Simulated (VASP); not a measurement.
Input:

```yaml
crystal:
  lattice:
    - [4.10536, 0.00000, 0.00000]
    - [0.00000, 4.10536, 0.00000]
    - [0.00000, 0.00000, 5.88635]
  atoms:
    - { symbol: Ag, position: [0.00000, 0.00000, 0.00000] }
    - { symbol: Sb, position: [0.50000, 0.50000, 0.50000] }
    - { symbol: Te, position: [0.50000, 0.50000, 0.00000] }
    - { symbol: Se, position: [0.00000, 0.00000, 0.50000] }
```

Method: PBEsol GGA, VASP's PBE PAW potentials (set 64) (plane waves; VASP). Numerical set-up: 400 eV cut-off, 8×8×6 Γ-centred mesh, tetrahedra with Blöchl corrections, potentials Ag Sb Te Se.

Unless said otherwise, spin-orbit coupling is left out, though it shifts the bands of the heavy elements here.

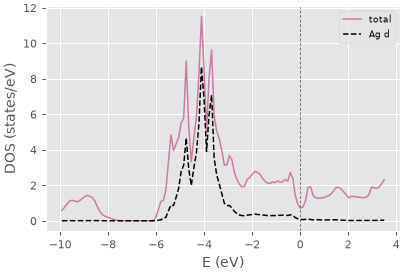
Figure: Total and projected density of states, zero at the Fermi level

Within 2 eV below the Fermi level the largest weight inside VASP's projection spheres is Te p, then Se p.

It has no gap at this level: it comes out as a metal or semimetal.

The structure comes from a computed database's AgSbTeSe entry (P4/mmm); how it stands against other phases isn't given here. It was relaxed first, which changed the volume by -6 %.
